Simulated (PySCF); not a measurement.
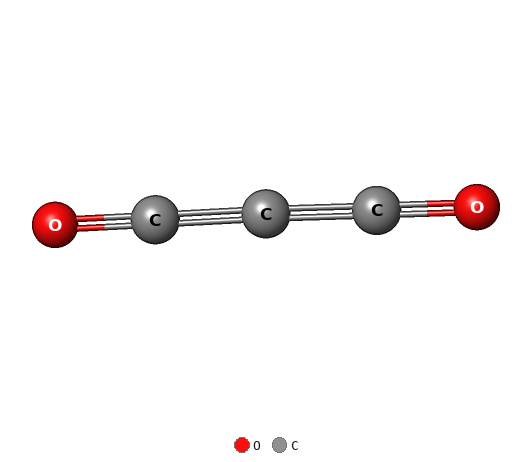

The picture shows a molecular structure as a ball-and-stick model. Double and triple bonds are drawn as two and three sticks.

The computed structure is the end point of a PBE0-D3(BJ)/def2-SVP optimisation. No frequency run is at hand to confirm it as a minimum.

Description:

The molecule is C₃O₂. SMILES: `O=C=C=C=O`. All atoms lie on one line. Coordination: 3 C linear.

More results for the same structure follow; atom numbers are the same in all pictures, views and colours differ.

**Excitation**

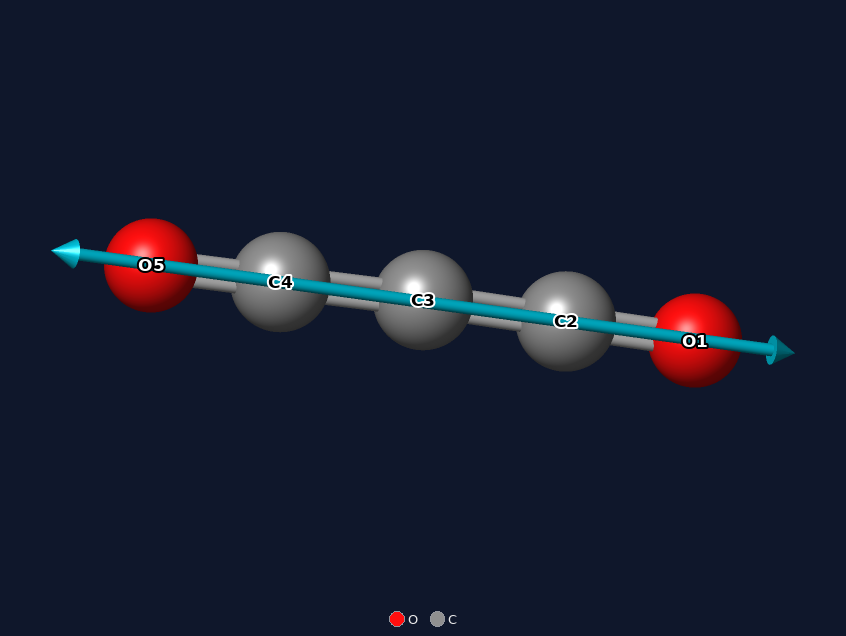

The double arrow shows the direction of the transition dipole to excited singlet state 6 (its length means nothing). No frequency run is at hand to confirm it as a minimum. Properties computed with TDDFT CAM-B3LYP/def2-SVPD, vertical, gas phase, core orbitals frozen in the response (PySCF 2.14.0).

> How is the transition polarised?

Along the molecular axis.

> Where does the transition lie, and how strong is it?

8.38 eV (148 nm), oscillator strength 2.10, of mixed character, with the largest part HOMO−1 → LUMO+1 (weight 0.46); transition dipole 8.14 D.

**NMR shielding**

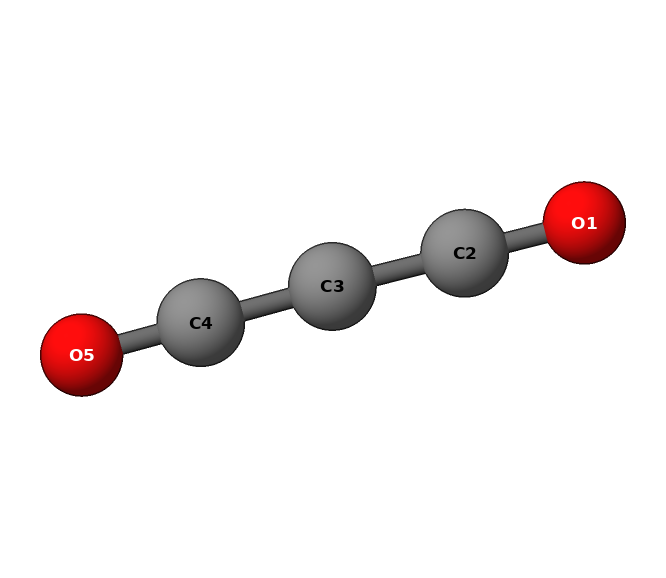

The questions are on isotropic NMR shieldings of the C atoms. No frequency run is at hand to confirm it as a minimum. Properties computed with GIAO PBE0/cc-pVTZ NMR shielding, non-relativistic, gas phase (PySCF 2.14.0).

List the isotropic NMR shieldings of the C atoms.

```json
{"atom": "C2", "σ (ppm)": "64.8"}
{"atom": "C3", "σ (ppm)": "206.6"}
{"atom": "C4", "σ (ppm)": "64.8"}
```

**Polarisability**

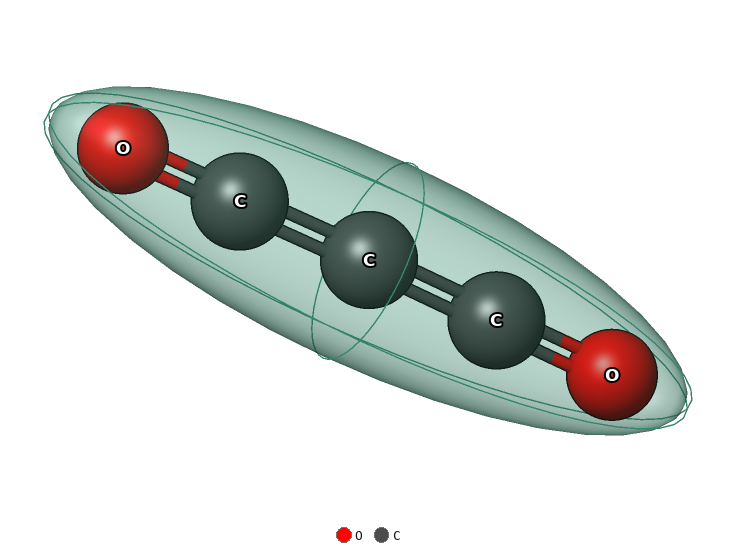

The ellipsoid shows the static dipole polarisability: its half-axes are proportional to the principal values. No frequency run is at hand to confirm it as a minimum. Computed with BHandHLYP/def2-SVPD (PySCF 2.14.0).

> Give the principal values, the mean and the anisotropy.

Principal values 23.8, 23.8, 83.3 bohr³; mean 43.6 bohr³ (6.46 Å³); anisotropy 59.5 bohr³, so the longest axis is 3.51 times the shortest.
